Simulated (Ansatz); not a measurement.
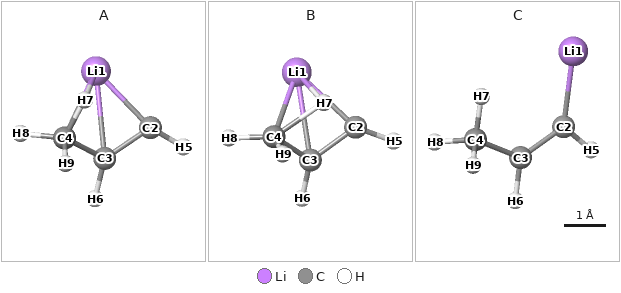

3 geometries from a converged minimum-energy path of C$_{3}$H$_{5}$Li, shuffled. A ball-and-stick model, seen at a tilt.

Theory: RKS PBE/def2-SVP in Ansatz 0.2.0. Set-up: 9 movable images; climbing image; force threshold 0.05 eV/Å; iteration limit 57; starting path through a guess of the saddle point.

### Which frame is the top of the path?

B. In order along the path, whose images run from 0 to 10: C (image 0, 0.0 kcal/mol), A (image 4, +8.2 kcal/mol), B (image 6, +38.5 kcal/mol). Breaking: C4–H7 (1.12 → 1.48 at the top → 2.84 Å). Forming: C2–H7 (2.72 → 1.54 at the top → 1.11 Å), Li1–C3 (2.91 → 2.19 at the top → 2.03 Å), Li1–C4 (3.31 → 2.10 at the top → 2.07 Å).
